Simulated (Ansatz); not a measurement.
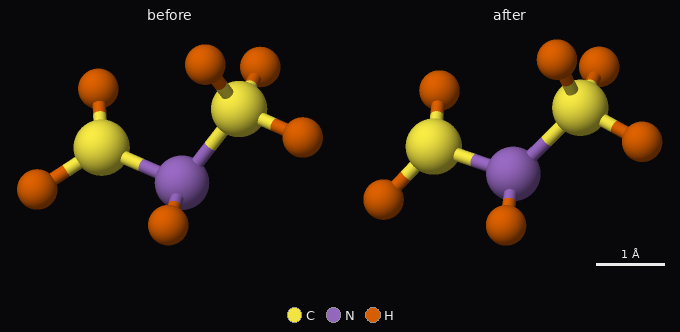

The structure of C₂H₆N (multiplicity 2) (coarse preliminary run) before (left) and after (right) a relaxation, at one scale.

A ball-and-stick model, seen at a tilt.

Method: Ansatz 0.2.0, UKS PBE-D4/def2-SVP. (force threshold 0.03 eV/Å; at most 250 steps)

Q: What changed between the two?

A: The largest move after the best rigid fit is that of an H atom, 0.21 Å. Largest moves by element: H 0.21 Å, N 0.20 Å, C 0.15 Å. Among the contacts that change: C–H 1.050 → 1.102 Å, C–N 1.441 → 1.390 Å, C–H 1.061 → 1.111 Å, C–H 1.154 → 1.108 Å. Bond angles that change, for instance: C–N–C 109.1° → 120.1°, N–C–H 125.2° → 116.2°, N–C–H 115.2° → 109.6°. The optimiser took 6 steps.
